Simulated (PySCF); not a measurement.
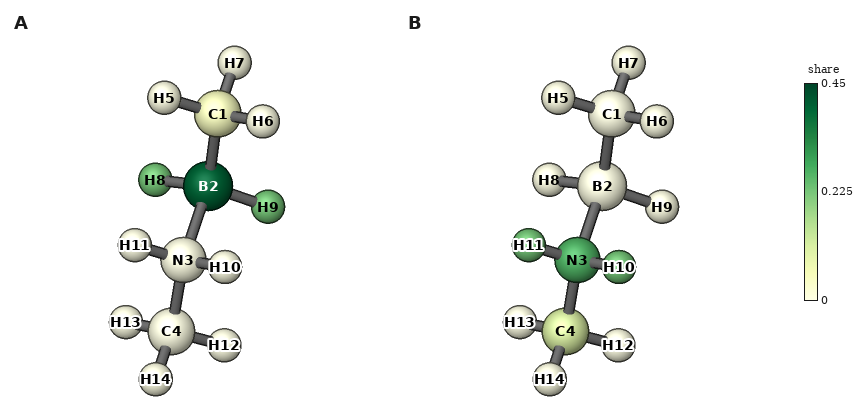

Each panel colours the atoms by their Löwdin share in one orbital (up to four of the largest shares; other atoms are shown as zero). The computed structure is the end point of a PBE0-D3(BJ)/def2-SVP optimisation. No frequency run is at hand to confirm it as a minimum. Level of theory: PBE0/6-31G* (PySCF 2.14.0).

**The panels show the HOMO, LUMO, in some order. Which is which?**

A: HOMO, −7.05 eV; B2 0.40, H9 0.23, H8 0.23, C1 0.05
B: LUMO, 1.53 eV; N3 0.27, H11 0.23, H10 0.23, C4 0.11
